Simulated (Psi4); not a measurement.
## P₃H₃ (charge −1): energy and gradient calculation (part 1 of 2)

P₃H₃ (cyclo-(PH)3), charge −1, multiplicity 2, computed with r2SCAN/6-311+G**, UKS (Psi4 1.11).

The geometry is that of the parent species in another charge or spin state. The geometry comes from this level: GFN2-xTB.

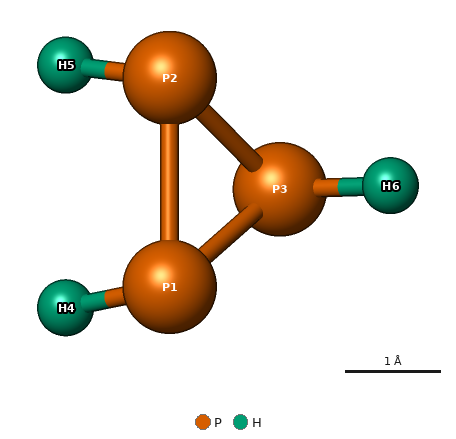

**Figure 1.** The structure (ball-and-stick view, seen on its broad side; atoms are numbered from 1 in the order of the input). Bond lengths as drawn: H–P 1.40 Å and P–P 2.17 to 2.20 Å.

**The input (h3p3.dat)**
```
memory 1600 mb

molecule system {
  -1 2
  P
  P 1 2.198902
  P 2 2.167964 1 59.52778
  H 1 1.400902 3 94.11408 2 96.12243
  H 2 1.400894 3 94.11211 1 -96.11779
  H 3 1.401139 2 93.88051 5 171.59567
  symmetry c1
}

set globals {
  reference uks
  puream true
  e_convergence 1e-09
  d_convergence 1e-08
  scf_type pk
  dft_radial_points 99
  dft_spherical_points 590
  maxiter 200
}

E, wfn = gradient('r2scan/6-311+G**', return_wfn=True)
oeprop(wfn, 'LOWDIN_CHARGES', 'DIPOLE', 'MAYER_INDICES', title='R2SCAN')
print_variables()
```

Machine: 1 thread of Intel Xeon @ 2.50GHz (Skylake/Cascade Lake), 189 GiB of memory available, shared host.

Command:
```bash
psi4 h3p3.dat h3p3.out -n 1
```

**Log**
```
Psi4 1.11 release

gradient() will perform analytic gradient computation.

   => Loading Basis Set <=

    Name: 6-311+G**
    Role: ORBITAL
    Keyword: BASIS

         ---------------------------------------------------------
                                   SCF
                              UKS Reference
                        1 Threads,   1525 MiB Core
         ---------------------------------------------------------

  ==> Geometry <==

    Molecular point group: c1
    Full point group: C1

    Geometry (in Angstrom), charge = -1, multiplicity = 2:

       Center              X                  Y                   Z               Mass
    ------------   -----------------  -----------------  -----------------  -----------------
         P           -0.014515139037     0.623761440741    -1.099460174320    30.973761998420
         P           -0.014515139037     0.623761440741     1.099441825680    30.973761998420
         P           -0.014515139037    -1.244752836103     0.000022750655    30.973761998420
         H            1.374807212787     0.634804965733    -1.278869920107     1.007825032230
         H            1.374814778007     0.634824919975     1.278729249304     1.007825032230
         H           -1.411328792512    -1.354762446973     0.000005382481     1.007825032230

  Running in c1 symmetry.

  Rotational constants: A =      0.20917  B =      0.20112  C =      0.11009 [cm^-1]
  Rotational constants: A =   6270.80874  B =   6029.45939  C =   3300.32814 [MHz]
  Nuclear repulsion =  199.171741368046042

  Charge       = -1
  Multiplicity = 2
  Electrons    = 49
  Nalpha       = 25
  Nbeta        = 24

  ==> Algorithm <==

  SCF Algorithm Type is PK.
  DIIS enabled.
  MOM disabled.
  Fractional occupation disabled.
  Guess Type is SAD.
  Energy threshold   = 1.00e-09
  Density threshold  = 1.00e-08
  Integral threshold = 1.00e-12

  ==> Primary Basis <==

  Basis Set: 6-311+G**
    Blend: 6-311+G**
    Number of shells: 54
    Number of basis functions: 108
    Number of Cartesian functions: 111
    Spherical Harmonics?: true
    Max angular momentum: 2

  ==> DFT Potential <==

   => LibXC <=

    Version 7.1.2

   => Composite Functional: R2SCAN <=

    r2SCAN Meta-GGA XC Functional  (0.1021/acs.jpclett.0c02405)

    Deriv               =              1
    GGA                 =           TRUE
    Meta                =           TRUE

    Exchange Hybrid     =          FALSE
    MP2 Hybrid          =          FALSE

   => Exchange Functionals <=

    1.0000   XC_MGGA_X_R2SCAN

   => Correlation Functionals <=

    1.0000   XC_MGGA_C_R2SCAN

   => LibXC Density Thresholds  <==

    XC_MGGA_C_R2SCAN:  1.00E-15
    XC_MGGA_X_R2SCAN:  1.00E-11

   => Molecular Quadrature <=

    Radial Scheme          =       TREUTLER
    Pruning Scheme         =           NONE
    Nuclear Scheme         =       TREUTLER

    Blocking Scheme        =         OCTREE
    BS radius alpha        =              1
    Pruning alpha          =              1
    Radial Points          =             99
    Spherical Points       =            590
    Total Points           =         337634
    Total Blocks           =           2489
    Max Points             =            256
    Max Functions          =            100
    Weights Tolerance      =       1.00E-15

  ==> Integral Setup <==

  Using in-core PK algorithm.
   Calculation information:
      Number of atoms:                   6
      Number of AO shells:              54
      Number of primitives:             93
      Number of atomic orbitals:       111
      Number of basis functions:       108

      Integral cutoff                 1.00e-12
      Number of threads:                 1

  Performing in-core PK
  Using 34650882 doubles for integral storage.
  We computed 944894 shell quartets total.
  Whereas there are 1103355 unique shell quartets.

  ==> DiskJK: Disk-Based J/K Matrices <==

    J tasked:                  Yes
    K tasked:                   No
    wK tasked:                  No
    Memory [MiB]:             1037
    Schwarz Cutoff:          1E-12

  Cached 5.3% of DFT collocation blocks in 0.102 [GiB].

  Minimum eigenvalue in the overlap matrix is 4.7006223292E-04.
  Reciprocal condition number of the overlap matrix is 6.1139131338E-05.
    Using symmetric orthogonalization.

  ==> Pre-Iterations <==

  SCF Guess: Superposition of Atomic Densities via on-the-fly atomic UHF (no occupation information).

   -------------------------
    Irrep   Nso     Nmo
   -------------------------
     A        108     108
   -------------------------
    Total     108     108
   -------------------------

  ==> Iterations <==

                        Total Energy        Delta E     RMS |[F,P]|

   @UKS iter SAD: -1025.69070672448561   -1.02569e+03   0.00000e+00
   @UKS iter   1: -1025.49973812549615    1.90969e-01   7.48540e-03 ADIIS/DIIS
   @UKS iter   2: -1025.15526444810212    3.44474e-01   9.16118e-03 ADIIS/DIIS
   @UKS iter   3: -1025.72235908280095   -5.67095e-01   2.08773e-03 ADIIS/DIIS
   @UKS iter   4: -1025.76159144272196   -3.92324e-02   1.18914e-03 ADIIS/DIIS
   @UKS iter   5: -1025.77126844514078   -9.67700e-03   5.40081e-04 ADIIS/DIIS
   @UKS iter   6: -1025.77396865100377   -2.70021e-03   1.86581e-04 ADIIS/DIIS
   @UKS iter   7: -1025.77432778224852   -3.59131e-04   6.36820e-05 DIIS
   @UKS iter   8: -1025.77437910916547   -5.13269e-05   2.59354e-05 DIIS
   @UKS iter   9: -1025.77439155315415   -1.24440e-05   1.46356e-05 DIIS
   @UKS iter  10: -1025.77439628724096   -4.73409e-06   5.26888e-06 DIIS
   @UKS iter  11: -1025.77439741014132   -1.12290e-06   1.80851e-06 DIIS
   @UKS iter  12: -1025.77439754514603   -1.35005e-07   8.09698e-07 DIIS
   @UKS iter  13: -1025.77439755810951   -1.29635e-08   3.17095e-07 DIIS
   @UKS iter  14: -1025.77439755899195   -8.82437e-10   1.94982e-07 DIIS
   @UKS iter  15: -1025.77439755944897   -4.57021e-10   3.79400e-08 DIIS
   @UKS iter  16: -1025.77439755946875   -1.97815e-11   2.64357e-08 DIIS
   @UKS iter  17: -1025.77439755947739   -8.64020e-12   1.14266e-08 DIIS
   @UKS iter  18: -1025.77439755947830   -9.09495e-13   2.70633e-09 DIIS
  Energy and wave function converged.

  ==> Post-Iterations <==

   Electrons on quadrature grid:
      Nalpha   =   25.0000070555 ; deviation = 7.055e-06
      Nbeta    =   24.0000006117 ; deviation = 6.117e-07
      Ntotal   =   49.0000076672 ; deviation = 7.667e-06

   @Spin Contamination Metric:   1.945456517E-03
   @S^2 Expected:                7.500000000E-01
   @S^2 Observed:                7.519454565E-01
   @S   Expected:                5.000000000E-01
   @S   Observed:                5.000000000E-01

    Orbital Energies [Eh]
    ---------------------

    Alpha Occupied:

       1A    -76.613821     2A    -76.596483     3A    -76.596481
       4A     -6.334377     5A     -6.317832     6A     -6.317810
       7A     -4.478945     8A     -4.476797     9A     -4.475434
      10A     -4.462929    11A     -4.462676    12A     -4.460772
      13A     -4.460648    14A     -4.458656    15A     -4.458560
      16A     -0.574389    17A     -0.394384    18A     -0.386582
      19A     -0.242935    20A     -0.213454    21A     -0.160458
      22A     -0.112132    23A     -0.107165    24A     -0.091847
      25A      0.075926

    Alpha Virtual:

      26A      0.094789    27A      0.097587    28A      0.101580
      29A      0.115649    30A      0.128967    31A      0.144875
      32A      0.154724    33A      0.158612    34A      0.159537
      35A      0.161580    36A      0.173523    37A      0.198567
      38A      0.200237    39A      0.202647    40A      0.220249
      41A      0.263055    42A      0.276112    43A      0.338275
      44A      0.386972    45A      0.390159    46A      0.416271
      47A      0.419247    48A      0.422004    49A      0.436808
      50A      0.445388    51A      0.493098    52A      0.509185
      53A      0.570951    54A      0.604645    55A      0.612623
      56A      0.670344    57A      0.677690    58A      0.693083
      59A      0.748678    60A      0.749887    61A      0.828436
      62A      0.834924    63A      0.867598    64A      0.880397
      65A      0.902711    66A      0.905244    67A      0.978747
      68A      1.036732    69A      1.041687    70A      1.198580
      71A      1.210782    72A      1.212873    73A      1.553380
      74A      1.568604    75A      1.591059    76A      1.602321
      77A      1.622892    78A      1.649750    79A      1.687319
      80A      1.794074    81A      1.796593    82A      1.838322
      83A      1.859020    84A      1.956117    85A      1.969814
      86A      2.043535    87A      2.092203    88A      2.245774
      89A      2.286551    90A      2.315712    91A      2.842187
      92A      2.849047    93A      2.861097    94A      6.943296
      95A      7.088772    96A      7.091173    97A     14.032069
      98A     14.038933    99A     14.043087   100A     14.064094
     101A     14.083832   102A     14.096361   103A     14.117751
     104A     14.134501   105A     14.258646   106A    163.324182
     107A    163.484110   108A    163.486990

    Beta Occupied:

       1A    -76.613938     2A    -76.595518     3A    -76.595516
       4A     -6.334433     5A     -6.317099     6A     -6.317075
       7A     -4.479050     8A     -4.476949     9A     -4.475518
      10A     -4.461565    11A     -4.461387    12A     -4.459627
      13A     -4.459471    14A     -4.457688    15A     -4.457550
      16A     -0.569816    17A     -0.392219    18A     -0.381276
      19A     -0.239492    20A     -0.211801    21A     -0.157896
      22A     -0.106803    23A     -0.103978    24A     -0.088333

    Beta Virtual:

      25A      0.103023    26A      0.104725    27A      0.109269
      28A      0.109370    29A      0.135928    30A      0.143453
      31A      0.161933    32A      0.168096    33A      0.171329
      34A      0.171391    35A      0.185887    36A      0.187552
      37A      0.202326    38A      0.205305    39A      0.209765
      40A      0.229993    41A      0.270216    42A      0.280064
      43A      0.341966    44A      0.390768    45A      0.394157
      46A      0.419220    47A      0.422787    48A      0.425568
      49A      0.450143    50A      0.451261    51A      0.498798
      52A      0.514019    53A      0.576049    54A      0.608632
      55A      0.616885    56A      0.673300    57A      0.680214
      58A      0.697347    59A      0.757112    60A      0.759778
      61A      0.834936    62A      0.838807    63A      0.872590
      64A      0.884630    65A      0.905948    66A      0.912572
      67A      0.982805    68A      1.044344    69A      1.046278
      70A      1.209489    71A      1.217164    72A      1.219842
      73A      1.552815    74A      1.568292    75A      1.592722
      76A      1.600702    77A      1.622940    78A      1.650219
      79A      1.692156    80A      1.798247    81A      1.802153
      82A      1.843176    83A      1.861727    84A      1.960531
      85A      1.975566    86A      2.047138    87A      2.097315
      88A      2.244152    89A      2.285751    90A      2.313014
      91A      2.845035    92A      2.849940    93A      2.862052
      94A      6.944153    95A      7.090017    96A      7.092099
      97A     14.033172    98A     14.039858    99A     14.044256
     100A     14.066061   101A     14.084583   102A     14.097537
     103A     14.119314   104A     14.136434   105A     14.260832
     106A    163.324684   107A    163.484954   108A    163.487308

    Final Occupation by Irrep:
              A
    DOCC [    24 ]
    SOCC [     1 ]
    NA   [    25 ]
    NB   [    24 ]

  @UKS Final Energy: -1025.77439755947830

   => Energetics <=

    Nuclear Repulsion Energy =            199.1717413680460425
    One-Electron Energy =               -1822.4095335912659266
    Two-Electron Energy =                 668.4432471329605505
    DFT Exchange-Correlation Energy =     -70.9798524692189119
    Empirical Dispersion Energy =           0.0000000000000000
    VV10 Nonlocal Energy =                  0.0000000000000000
    Total Energy =                      -1025.7743975594783024
```
